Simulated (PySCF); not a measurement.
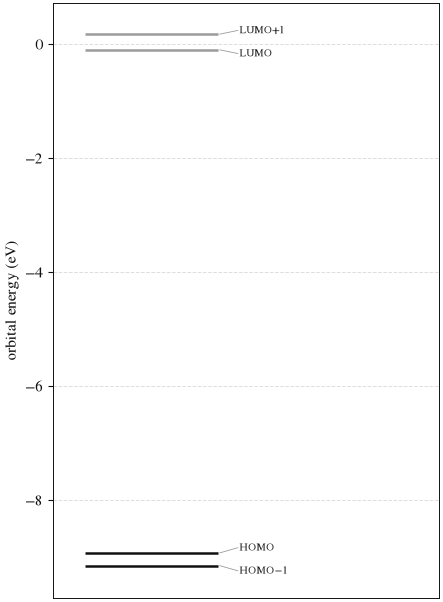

Kohn-Sham orbital energies near the frontier, B3LYP/def2-SVPD, PySCF 2.14.0, at a PBE0-D3(BJ)/def2-SVP geometry (no frequency check), isolated molecule; empty levels in grey, levels within 0.03 eV side by side.

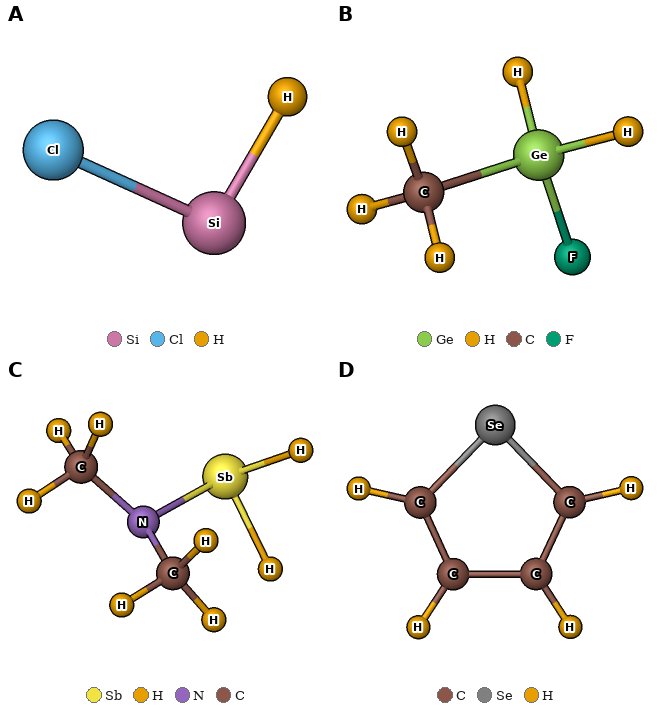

> Which molecule has this level scheme? The candidates are drawn in the second picture.

Structure B, CH₅FGe, singlet. HOMO −8.93 eV, LUMO −0.11 eV, separation 8.83 eV.

Note: empty levels above zero depend strongly on the basis.
